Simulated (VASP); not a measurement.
# A VASP study of AlInBi (LAK): structure first, properties next, part 2 of 3

Wanted: the relaxed cell of AlInBi and its properties. The cell is invented: it takes the structure of a Materials Project entry for In2Bi (space group 187 there), with some of its atoms replaced by other elements, volume scaled by an estimate. It may not be a known or stable phase.

VASP 6.6.1; LAK; plane waves and PAW (Bi_d, In_d, Al); invented cell.

Still holding for the runs below: This run has no spin polarisation. Its electron count is odd, so without a moment it is a metal by construction. The k-mesh is coarse for a metal.

So far. Step 2 (Rough relaxation of the start cell): It ends with forces that vanish by symmetry and a pressure of -0.12 GPa. The relaxed cell has a = 5.410, c = 3.302 Å (conventional setting).

## Step 3: Full relaxation (LAK)

Properties are meant for the cell that this level of theory prefers, so cell and atoms are relaxed first (ISIF = 3) until forces and stress are small; EDIFFG sets the threshold.

Input file INCAR:

```
SYSTEM = AlInBi
PREC = Accurate
ENCUT = 400
EDIFF = 1E-06
NELM = 100
ISMEAR = -1
SIGMA = 0.05
LREAL = .FALSE.
ALGO = Normal
METAGGA = LAK
LASPH = .TRUE.
NBANDS = 21
LORBIT = 11
LWAVE = .FALSE.
LCHARG = .FALSE.
IBRION = 2
NSW = 60
ISIF = 3
EDIFFG = -0.01
```

Input file POSCAR:

```
AlInBi
1.0
    5.4102488808      0.0000000000      0.0000000000
   -2.7051244404      4.6854126087      0.0000000000
    0.0000000000      0.0000000000      3.3020340118
Bi In Al
1 1 1
Direct
    0.6666666700      0.3333333300      0.5000000000
    0.3333333300      0.6666666700      0.0000000000
    0.0000000000      0.0000000000      0.5000000000
```

Input file KPOINTS:

```
Automatic mesh
0
Gamma
5 5 7
0 0 0
```

The projector-augmented-wave data sets are Bi_d, In_d and Al (PBE family, release 64).

On the command line:

```
$ mpirun -np 1 vasp_std
```

The log of the run:

```text
[banner, memory and clock lines left out]
running    1 mpi-ranks, on    1 nodes
 distrk:  each k-point on    1 cores,    1 groups
 distr:  one band on    1 cores,    1 groups

 POSCAR found type information on POSCAR BiInAl
 POSCAR found :  3 types and       3 ions
 [... a notice as in an earlier step ...]

 LDA part: xc-table for (None), standard interpolation
 POSCAR, INCAR and KPOINTS ok, starting setup
 FFT: planning ... GRIDC
 FFT: planning ... GRID_SOFT
 FFT: planning ... GRID
 WAVECAR not read
 entering main loop
       N       E                     dE             d eps       ncg     rms          rms(c)
DAV:   1     0.333814551186E+03    0.33381E+03   -0.13369E+04   840   0.142E+03
DAV:   2     0.878018391121E+02   -0.24601E+03   -0.23975E+03   845   0.382E+02
DAV:   3     0.685623810674E+02   -0.19239E+02   -0.18793E+02  1029   0.128E+02
DAV:   4     0.679254756365E+02   -0.63691E+00   -0.63616E+00  1048   0.262E+01
DAV:   5     0.678910741899E+02   -0.34401E-01   -0.34399E-01  1252   0.518E+00    0.698E+00
DAV:   6     0.805981666620E+02    0.12707E+02   -0.10184E+01  1004   0.499E+01    0.235E+00
DAV:   7     0.806791971758E+02    0.81031E-01   -0.24624E-01   955   0.638E+00    0.287E+00
DAV:   8     0.806775223453E+02   -0.16748E-02   -0.64856E-02  1032   0.286E+00    0.235E+00
DAV:   9     0.806645424139E+02   -0.12980E-01   -0.77577E-02   930   0.301E+00    0.104E+00
DAV:  10     0.806697907397E+02    0.52483E-02   -0.23567E-02   995   0.217E+00    0.519E-01
DAV:  11     0.806701670701E+02    0.37633E-03   -0.20805E-03  1003   0.455E-01    0.350E-01
DAV:  12     0.806699354187E+02   -0.23165E-03   -0.13381E-03  1041   0.501E-01    0.233E-01
DAV:  13     0.806700981564E+02    0.16274E-03   -0.15310E-04  1005   0.136E-01    0.454E-02
DAV:  14     0.806700856532E+02   -0.12503E-04   -0.33199E-05   994   0.558E-02    0.436E-02
DAV:  15     0.806700817990E+02   -0.38542E-05   -0.16146E-05   957   0.355E-02    0.310E-02
DAV:  16     0.806700867318E+02    0.49328E-05   -0.33190E-06   882   0.165E-02    0.312E-02
DAV:  17     0.806701049672E+02    0.18235E-04   -0.11612E-06   575   0.103E-02    0.123E-02
DAV:  18     0.806701103524E+02    0.53852E-05   -0.28885E-07   480   0.552E-03    0.878E-03
DAV:  19     0.806701174336E+02    0.70812E-05   -0.20100E-07   480   0.403E-03    0.238E-03
DAV:  20     0.806701190120E+02    0.15784E-05   -0.67096E-08   480   0.279E-03    0.179E-03
DAV:  21     0.806701203724E+02    0.13604E-05   -0.34303E-08   480   0.223E-03    0.135E-03
DAV:  22     0.806701212725E+02    0.90012E-06   -0.17485E-08   480   0.118E-03
   1 F= 0.80670121E+02 E0= 0.80677545E+02  d E =0.806701E+02
 curvature:   0.00 expect dE= 0.000E+00 dE for cont linesearch  0.000E+00
 trial: gam= 0.00000 g(F)=  0.485E-43 g(S)=  0.378E-02 ort = 0.000E+00 (trialstep = 0.100E+01)
 search vector abs. value=  0.378E-02
 bond charge predicted
       N       E                     dE             d eps       ncg     rms          rms(c)
DAV:   1     0.806292603118E+02   -0.40860E-01   -0.11122E+00   990   0.151E+01    0.108E+00
DAV:   2     0.806617473629E+02    0.32487E-01   -0.80318E-02   966   0.423E+00    0.462E-01
DAV:   3     0.806683404290E+02    0.65931E-02   -0.17392E-02  1131   0.190E+00    0.229E-01
DAV:   4     0.806683007861E+02   -0.39643E-04   -0.13580E-03  1136   0.300E-01    0.149E-01
DAV:   5     0.806680851956E+02   -0.21559E-03   -0.25773E-04  1089   0.114E-01    0.521E-02
DAV:   6     0.806680062293E+02   -0.78966E-04   -0.60937E-05  1178   0.708E-02    0.381E-02
DAV:   7     0.806680200540E+02    0.13825E-04   -0.66765E-06   944   0.189E-02    0.265E-02
DAV:   8     0.806680199448E+02   -0.10919E-06   -0.45527E-05   915   0.484E-02    0.214E-02
DAV:   9     0.806679961941E+02   -0.23751E-04   -0.53644E-06  1066   0.135E-02    0.289E-02
DAV:  10     0.806679996806E+02    0.34865E-05   -0.19860E-07   515   0.416E-03    0.243E-02
DAV:  11     0.806680102049E+02    0.10524E-04   -0.68114E-07   495   0.574E-03    0.973E-03
DAV:  12     0.806680155836E+02    0.53787E-05   -0.12913E-07   450   0.376E-03    0.459E-03
DAV:  13     0.806680194660E+02    0.38824E-05   -0.47429E-08   450   0.203E-03    0.116E-03
DAV:  14     0.806680203350E+02    0.86899E-06   -0.10770E-08   445   0.105E-03
   2 F= 0.80668020E+02 E0= 0.80674489E+02  d E =-.210094E-02
[...]
3 F= 0.80668002E+02 E0= 0.80674238E+02  d E =-.211901E-02
[...]
4 F= 0.80667992E+02 E0= 0.80674293E+02  d E =-.212961E-02
[...]
5 F= 0.80667804E+02 E0= 0.80673764E+02  d E =-.187675E-03
 trial-energy change:   -0.000188  1 .order   -0.000143   -0.000216   -0.000069
 step:   1.1949(harm=  1.5247)  dis= 0.00000  next Energy=    80.667799 (dE=-0.193E-03)
 bond charge predicted
       N       E                     dE             d eps       ncg     rms          rms(c)
DAV:   1     0.806677590686E+02   -0.44917E-04   -0.11720E-03   970   0.438E-01    0.377E-02
DAV:   2     0.806677591598E+02    0.91153E-07   -0.67810E-05   976   0.116E-01    0.157E-02
DAV:   3     0.806677689165E+02    0.97567E-05   -0.15242E-05  1107   0.568E-02    0.507E-03
DAV:   4     0.806677770583E+02    0.81418E-05   -0.18421E-06   657   0.118E-02    0.286E-03
DAV:   5     0.806677824141E+02    0.53557E-05   -0.51907E-07   450   0.661E-03    0.121E-03
DAV:   6     0.806677824620E+02    0.47899E-07   -0.16625E-07   450   0.477E-03
   6 F= 0.80667782E+02 E0= 0.80673694E+02  d E =-.209202E-03
 curvature:  -0.44 expect dE=-0.570E-05 dE for cont linesearch -0.443E-05
 trial: gam=-0.18052 g(F)=  0.715E-43 g(S)=  0.130E-04 ort = 0.474E-04 (trialstep = 0.107E+01)
 search vector abs. value=  0.312E-05
 reached required accuracy - stopping structural energy minimisation
```

Wall time 5.2 min (1 MPI rank of AMD EPYC 9R45, shared host); peak memory 0.17 GiB.

From OUTCAR (step 3):

```text
  LATTYP: Found a hexagonal cell.
 ALAT       =     5.4102488808
 C/A-ratio  =     0.6103294108

The static configuration has the point symmetry D_3h.

 Found     20 irreducible k-points:

   k-points           NKPTS =     20   k-points in BZ     NKDIM =     20   number of bands    NBANDS=     21

   dimension x,y,z NGX =    36 NGY =   36 NGZ =   24
   dimension x,y,z NGXF=    72 NGYF=   72 NGZF=   48

   ENCUT  =  400.0 eV  29.40 Ry    5.42 a.u.   8.82  8.82  5.38*2*pi/ulx,y,z

   NELECT =      31.0000    total number of electrons

 E-fermi :   7.0398

 k-point     1 :       0.0000    0.0000    0.0000
  band No.  band energies     occupation
    ...
     13       3.9321      2.00000
     14       3.9322      2.00000
     15       4.3006      2.00000
     16       5.6424      2.00000
     17       5.6425      2.00000
     18       9.9902      0.00000
     19      13.6620      0.00000
     20      15.0629      0.00000
     21      16.3271      0.00000

 k-point     2 :       0.2000   -0.0000    0.0000
  band No.  band energies     occupation
    ...
     12       0.1562      2.00000
     13       2.8345      2.00000
     14       3.2686      2.00000
     15       5.1245      2.00000
     16       6.8700      1.93510
     17       7.9444      0.00000
     18      10.2404      0.00000
     19      13.6105      0.00000
     20      14.2428      0.00000
     21      14.5140      0.00000

  Total        0.0081994      0.0081994      0.0259381      0.0000000      0.0000000      0.0000000
  in kB        0.1584378      0.1584378      0.5012017      0.0000000      0.0000000      0.0000000
  external PRESSURE =       0.2726925 kB  Pullay stress =       0.0000000 kB

  energy-cutoff  :      400.00
  volume of cell :       82.92
      direct lattice vectors                 reciprocal lattice vectors
     5.374631055  0.000000000  0.000000000     0.186059283  0.107421385 -0.000000000
    -2.687315527  4.654566674  0.000000000    -0.000000000  0.214842771 -0.000000000
     0.000000000  0.000000000  3.314423915    -0.000000000 -0.000000000  0.301711557

 POSITION                                       TOTAL-FORCE (eV/Angst)
 -----------------------------------------------------------------------------------
      2.68732      1.55152      1.65721        -0.000000      0.000000      0.000000
     -0.00000      3.10304      0.00000        -0.000000     -0.000000     -0.000000
      0.00000      0.00000      1.65721         0.000000     -0.000000     -0.000000
 -----------------------------------------------------------------------------------
    total drift:                               -0.000005      0.000001      0.000000

  FREE ENERGIE OF THE ION-ELECTRON SYSTEM (eV)
  ---------------------------------------------------
  free  energy   TOTEN  =        80.6677824620 eV

  energy  without entropy=       80.6796046663  energy(sigma->0) =       80.67369356

 total charge
# of ion       s       p       d       tot
------------------------------------------
    1        1.498   1.294   9.910  12.702
    2        1.107   0.418   9.860  11.385
    3        0.491   0.259   0.000   0.750
--------------------------------------------------
tot          3.096   1.972  19.770  24.838

[... 2 parts as in an earlier step ...]

[... 7 further parts left out ...]
```

CONTCAR:

```
AlInBi
   1.00000000000000
     5.3746310546796732    0.0000000000000000    0.0000000000000000
    -2.6873155273398366    4.6545666736213036    0.0000000000000000
     0.0000000000000000    0.0000000000000000    3.3144239153255737
  Bi              In              Al
     1     1     1
Direct
     0.6666666699999979    0.3333333300000021    0.5000000000000000
     0.3333333300000021    0.6666666699999979    0.0000000000000000
     0.0000000000000000    0.0000000000000000    0.5000000000000000
```

Relaxation path:

| step | energy less that of the first step (eV) | largest force (eV/Å) | pressure (GPa) | volume (Å³) |
| --- | --- | --- | --- | --- |
| 1 | 0.0000 | 0.0000 | -0.38 | 83.70 |
| 2 | -0.0021 | 0.0000 | 0.01 | 82.90 |
| 3 | -0.0021 | 0.0000 | 0.12 | 82.69 |
| 4 | -0.0021 | 0.0000 | 0.09 | 82.75 |
| 5 | -0.0023 | 0.0000 | 0.03 | 82.89 |
| 6 | -0.0023 | 0.0000 | 0.03 | 82.92 |

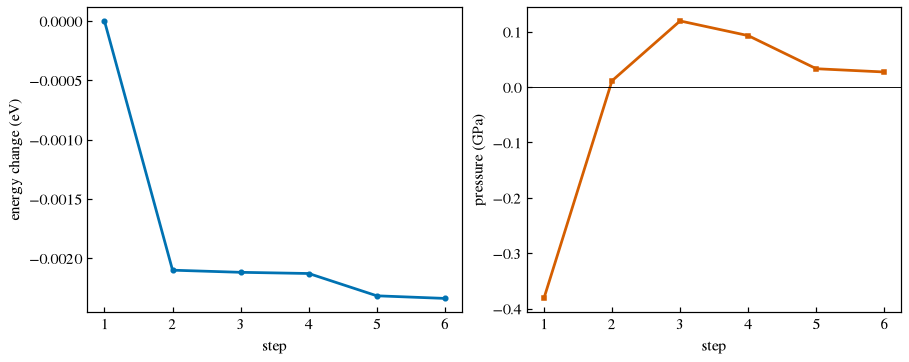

Energy and pressure along the relaxation.

```csv
"conventional cell, symmetrised",before,after,change
a (Å),5.410,5.375,-0.7 %
b (Å),5.410,5.375,-0.7 %
c (Å),3.302,3.314,+0.4 %
volume (Å³/atom),27.90,27.64,-0.9 %
```

The relaxed structure:

```xyz
3
Lattice="5.3746 0.0000 0.0000 -2.6873 4.6546 0.0000 0.0000 0.0000 3.3144" Properties=species:S:1:pos:R:3 pbc="T T T"
Bi    2.6873    1.5515    1.6572
In    0.0000    3.1030    0.0000
Al    0.0000    0.0000    1.6572
```

Numbers from this step:

| Property | Result |
| --- | --- |
| irreducible k-points | 20 |
| free energy (TOTEN) | 80.6678 eV |
| energy at zero smearing | 80.6737 eV |
| Fermi energy | 7.040 eV |
| pressure | 0.02727 GPa |
| SCF cycles over all ionic steps | 69 |

It ends with forces that vanish by symmetry and a pressure of 0.03 GPa.

## Step 4: Single point with fields (LAK)

The relaxed cell gets a fresh self-consistent run, on a basis set for its own volume, to fix the density and to check the remaining stress.

INCAR: that of step 3 with these lines changed.

```diff
@@ -14,6 +14,5 @@
 LWAVE = .FALSE.
-LCHARG = .FALSE.
-IBRION = 2
-NSW = 60
-ISIF = 3
-EDIFFG = -0.01
+LCHARG = .TRUE.
+ISIF = 2
+LELF = .TRUE.
+LVHAR = .TRUE.
```

Input file POSCAR:

```
AlInBi
1.0
    5.3746310547      0.0000000000      0.0000000000
   -2.6873155273      4.6545666736      0.0000000000
    0.0000000000      0.0000000000      3.3144239153
Bi In Al
1 1 1
Direct
    0.6666666700      0.3333333300      0.5000000000
    0.3333333300      0.6666666700      0.0000000000
    0.0000000000      0.0000000000      0.5000000000
```

KPOINTS is that of step 3.

On the command line:

```
$ mpirun -np 1 vasp_std
```

The log of the run:

```text
[... set-up lines as in an earlier step ...]
 entering main loop
       N       E                     dE             d eps       ncg     rms          rms(c)
DAV:   1     0.334224915518E+03    0.33422E+03   -0.13202E+04   840   0.143E+03
DAV:   2     0.886563368394E+02   -0.24557E+03   -0.23929E+03   845   0.391E+02
DAV:   3     0.685953819913E+02   -0.20061E+02   -0.19652E+02  1016   0.132E+02
DAV:   4     0.679023879657E+02   -0.69299E+00   -0.69243E+00  1067   0.273E+01
DAV:   5     0.678667356402E+02   -0.35652E-01   -0.35651E-01  1223   0.530E+00    0.707E+00
DAV:   6     0.805949758091E+02    0.12728E+02   -0.10154E+01  1009   0.500E+01    0.236E+00
DAV:   7     0.806774189702E+02    0.82443E-01   -0.24465E-01   985   0.639E+00    0.286E+00
DAV:   8     0.806753881557E+02   -0.20308E-02   -0.71688E-02  1012   0.303E+00    0.234E+00
DAV:   9     0.806627072829E+02   -0.12681E-01   -0.69224E-02   915   0.280E+00    0.101E+00
DAV:  10     0.806678652827E+02    0.51580E-02   -0.22940E-02  1005   0.215E+00    0.519E-01
DAV:  11     0.806682235903E+02    0.35831E-03   -0.22360E-03   953   0.482E-01    0.391E-01
DAV:  12     0.806680224050E+02   -0.20119E-03   -0.14830E-03  1053   0.539E-01    0.187E-01
DAV:  13     0.806681631511E+02    0.14075E-03   -0.14067E-04  1020   0.126E-01    0.286E-02
DAV:  14     0.806681439193E+02   -0.19232E-04   -0.34283E-05  1016   0.547E-02    0.459E-02
DAV:  15     0.806681394434E+02   -0.44759E-05   -0.11256E-05   948   0.293E-02    0.299E-02
DAV:  16     0.806681415212E+02    0.20779E-05   -0.30418E-06   908   0.116E-02    0.302E-02
DAV:  17     0.806681554956E+02    0.13974E-04   -0.70834E-07   525   0.971E-03    0.182E-02
DAV:  18     0.806681683278E+02    0.12832E-04   -0.41016E-07   485   0.584E-03    0.628E-03
DAV:  19     0.806681721502E+02    0.38224E-05   -0.15673E-07   480   0.390E-03    0.305E-03
DAV:  20     0.806681750841E+02    0.29338E-05   -0.56045E-08   480   0.263E-03    0.126E-03
DAV:  21     0.806681762968E+02    0.12127E-05   -0.24393E-08   480   0.152E-03    0.684E-04
DAV:  22     0.806681771776E+02    0.88085E-06   -0.13763E-08   480   0.120E-03
   1 F= 0.80668177E+02 E0= 0.80674088E+02  d E =-.118217E-01
```

It took 91 s on 1 MPI rank; peak memory 0.16 GiB.

Parts of OUTCAR (step 4):

```text
  LATTYP: Found a hexagonal cell.
 ALAT       =     5.3746310547
 C/A-ratio  =     0.6166793370

The static configuration has the point symmetry D_3h.

 Found     20 irreducible k-points:

   ENCUT  =  400.0 eV  29.40 Ry    5.42 a.u.   8.76  8.76  5.40*2*pi/ulx,y,z

   NELECT =      31.0000    total number of electrons

 E-fermi :   7.0397

 k-point     1 :       0.0000    0.0000    0.0000
  band No.  band energies     occupation
    ...
     13       3.9320      2.00000
     14       3.9321      2.00000
     15       4.3006      2.00000
     16       5.6424      2.00000
     17       5.6425      2.00000
     18       9.9902      0.00000
     19      13.6620      0.00000
     20      15.0629      0.00000
     21      16.3270      0.00000

 k-point     2 :       0.2000    0.0000    0.0000
  band No.  band energies     occupation
    ...
     12       0.1562      2.00000
     13       2.8345      2.00000
     14       3.2686      2.00000
     15       5.1245      2.00000
     16       6.8700      1.93510
     17       7.9444      0.00000
     18      10.2404      0.00000
     19      13.6105      0.00000
     20      14.2427      0.00000
     21      14.5140      0.00000

  Total       -0.0006649     -0.0006649      0.0239683     -0.0000000      0.0000000      0.0000000
  in kB       -0.0128482     -0.0128482      0.4631398     -0.0000000      0.0000000      0.0000000
  external PRESSURE =       0.1458144 kB  Pullay stress =       0.0000000 kB

  energy-cutoff  :      400.00
  volume of cell :       82.92
      direct lattice vectors                 reciprocal lattice vectors
     5.374631055  0.000000000  0.000000000     0.186059283  0.107421385  0.000000000
    -2.687315527  4.654566674  0.000000000     0.000000000  0.214842771  0.000000000
     0.000000000  0.000000000  3.314423915     0.000000000  0.000000000  0.301711557

 POSITION                                       TOTAL-FORCE (eV/Angst)
 -----------------------------------------------------------------------------------
      2.68732      1.55152      1.65721         0.000000     -0.000000      0.000000
     -0.00000      3.10304      0.00000        -0.000000      0.000000      0.000000
      0.00000      0.00000      1.65721        -0.000000     -0.000000      0.000000
 -----------------------------------------------------------------------------------
    total drift:                               -0.000005      0.000001      0.000000

  FREE ENERGIE OF THE ION-ELECTRON SYSTEM (eV)
  ---------------------------------------------------
  free  energy   TOTEN  =        80.6681771776 eV

  energy  without entropy=       80.6799988982  energy(sigma->0) =       80.67408804

[... 4 parts as in an earlier step ...]

[... 7 further parts left out ...]
```

This step gave:

* SCF cycles: 22
* free energy (TOTEN): 80.6682 eV
* energy at zero smearing: 80.6741 eV
* pressure: 0.01458 GPa

Valence electrons inside each PAW sphere by angular momentum. Sphere charges, by row:

| atom | s (e) | p (e) | d (e) | tot (e) |
| --- | --- | --- | --- | --- |
| Bi1 | 1.498 | 1.294 | 9.91 | 12.7 |
| In2 | 1.107 | 0.418 | 9.86 | 11.38 |
| Al3 | 0.491 | 0.259 | 0 | 0.75 |

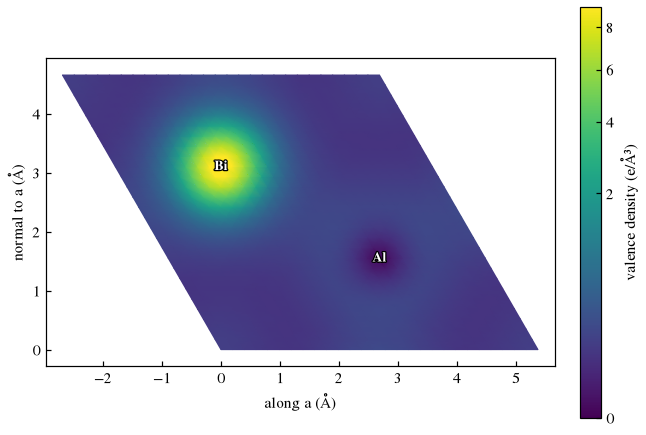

Valence density in the ab plane at fractional z = 0.500, with atoms of Bi and Al within 0.2 Å of it. It is the smooth field of the valence electrons, not physical close to the nuclei. The map starts off the cell's origin, so that atoms lie inside it. The colour scale is stretched toward low values.

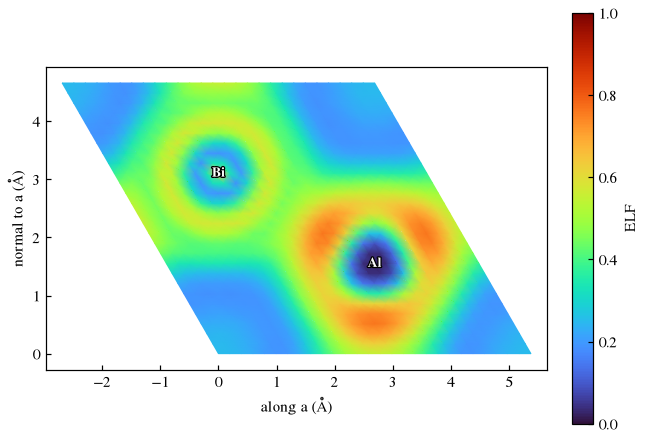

ELF in the ab plane at fractional z = 0.500, with atoms of Bi and Al within 0.2 Å of it. It is the smooth field of the valence electrons, not physical close to the nuclei. The map starts off the cell's origin, so that atoms lie inside it.

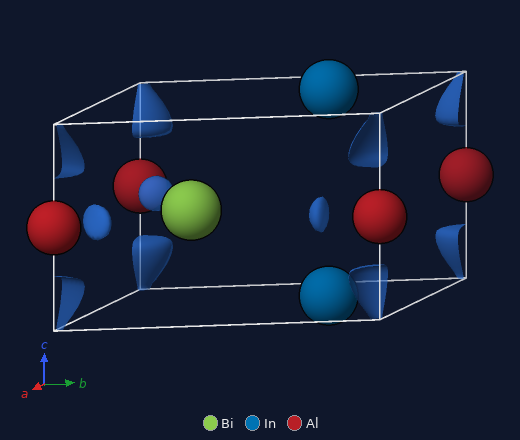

Surface of ELF = 0.74.

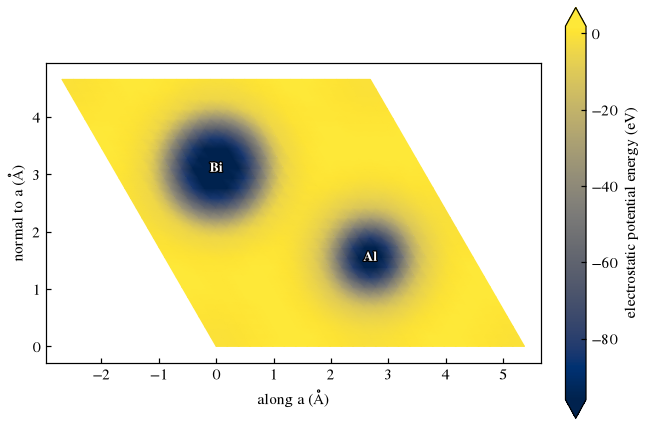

Electrostatic potential energy in the ab plane at fractional z = 0.500, with atoms of Bi and Al within 0.2 Å of it. With pseudopotentials it is smooth inside the atoms' cores, unlike the true potential. The map starts off the cell's origin, so that atoms lie inside it.

In this run the pressure is 0.01 GPa, small enough to go on.

[end of part 2 of 3]

[Lines on the potential files, build, host, timing and source positions are cut from VASP's logs without a mark.]

[Logs are printed without paths, hosts, clocks, repeated set-up lines and the standing remarks that a program may print on its own settings, such as how far it seeks lower states.]

[Hosts, paths, dates, database ids (printed as entryN), source tags and the programs' standing remarks are cut or masked in the printed files.]

[A measured line is paired with the nearest computed mode of its activity, which favours agreement.]
